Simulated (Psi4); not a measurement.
# C2H4AlF (SMILES C=[CH][AlH][F]): B3LYP/cc-pVDZ (density fitting, sweep point 3)

We compute energy and forces of C2H4AlF. Input form: a Python script.

The results are computed with Psi4 1.11.

8 further runs of the same task are left out: 1 that didn't finish, 7 set aside as unsound or not needed.

**1. The molecule**

C2H4AlF has 8 atoms, charge 0, and is taken as a singlet. SMILES: `C=[CH][AlH][F]`. The shape is that of a PBE0-D4/def2-TZVP optimisation. This is one conformer, not always the lowest.

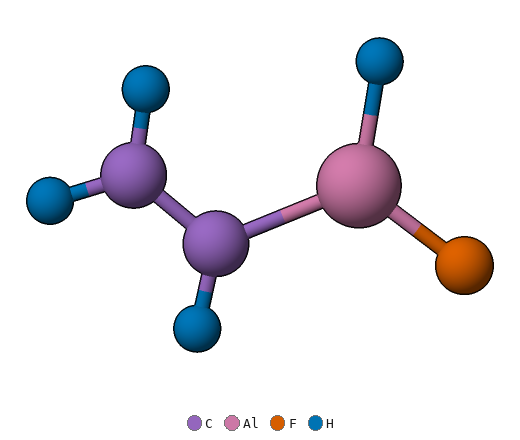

The structure, seen from a chosen angle (carbon purple, aluminium pink, fluorine orange, hydrogen blue).

**2. Energy and forces at B3LYP/cc-pVDZ (density fitting, sweep point 3)**

The input, job.py:

```python
import psi4

psi4.set_memory('1600 MB')
psi4.set_num_threads(1)
psi4.core.set_output_file('output.dat', False)

geom = psi4.geometry("""
C      0.611900     1.238300    -0.082900
C     -0.207300     0.389100     0.543300
Al    -0.435800    -1.365900    -0.215900
F     -1.430800    -2.467800     0.507700
H      1.139800     0.961500    -0.994300
H      0.802500     2.249300     0.272800
H     -0.698800     0.740100     1.449200
H      0.310600    -1.801800    -1.535700
symmetry c1
""")

psi4.set_options({
    'basis': 'cc-pVDZ',
    'scf_type': 'df',
    'scf_initial_accelerator': 'none',
})

e_tot, wfn = psi4.gradient('B3LYP', return_wfn=True)
print('gradient / Eh bohr^-1')
print(e_tot.np.round(6))
print(f'energy = {wfn.energy():.10f} Eh')
```

The run is started by

```console
$ python job.py
```

**Question.** What will come out? Wanted: total energy; dipole moment; HOMO energy; LUMO energy; HOMO–LUMO gap; largest force on an atom.

Computed results:

At B3LYP/cc-pVDZ (density fitting, sweep point 3):

| quantity | value |
| --- | --- |
| total energy | -420.95552 Eh |
| dipole moment | 2.08 D |
| HOMO energy | -8.02 eV |
| LUMO energy | -1.52 eV |
| HOMO–LUMO gap | 6.50 eV |
| largest force on an atom | 1.368 eV/Å |

**Reading.** The largest force is 1.37 eV/Å: the shape isn't a stationary point for this species at this level.
